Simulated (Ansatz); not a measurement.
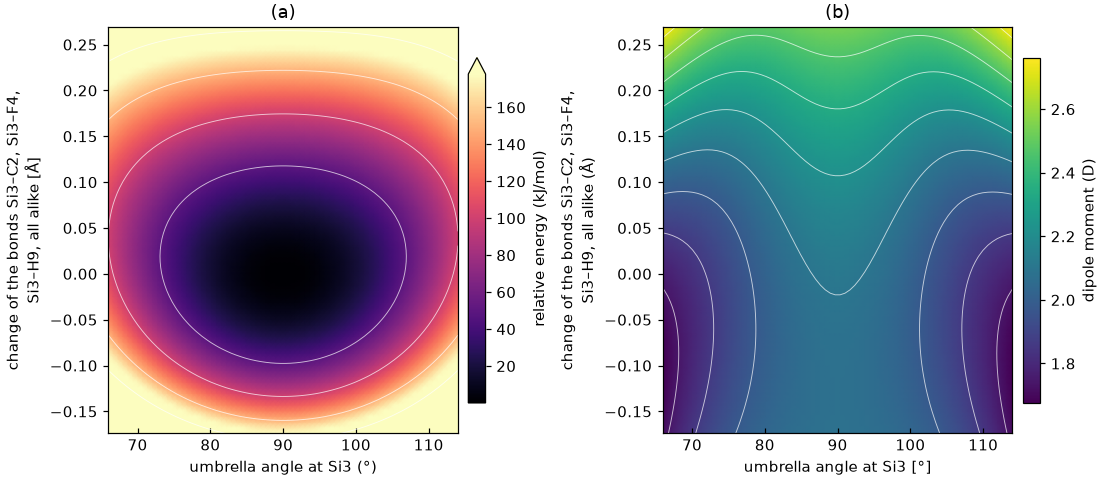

CH₅FSi₂, SMILES F[SiH]=C[SiH3]. Coordinates scanned: (1) umbrella angle at Si3 (between each of its bonds and their common axis; 90 is planar); (2) change of the bonds Si3–C2, Si3–F4, Si3–H9, all alike. Nothing is relaxed (all other coordinates rigid). The grid has 15 × 15 points. Points are written as (first, second). Energies are in kJ/mol, from the relaxed molecule at the same level. Level of theory: Ansatz, RKS B3LYP-D4/def2-TZVP.

Panel (a) is the energy; panel (b) is the computed dipole moment, in D.

Drawn: a smooth colour map with a few white contour lines, one colour for all values above the top of the scale. Between grid points the surface is interpolated.

How does the dipole moment vary over the map, and what is it at the lowest grid point?

Answer. Leaving out the highest fifth of the energies, it runs from 1.68 D at (66.0°, −0.079 Å) to 2.46 D at (90.0°, 0.237 Å). At the lowest grid point, (90.0°, 0.016 Å), it is 2.12 D.
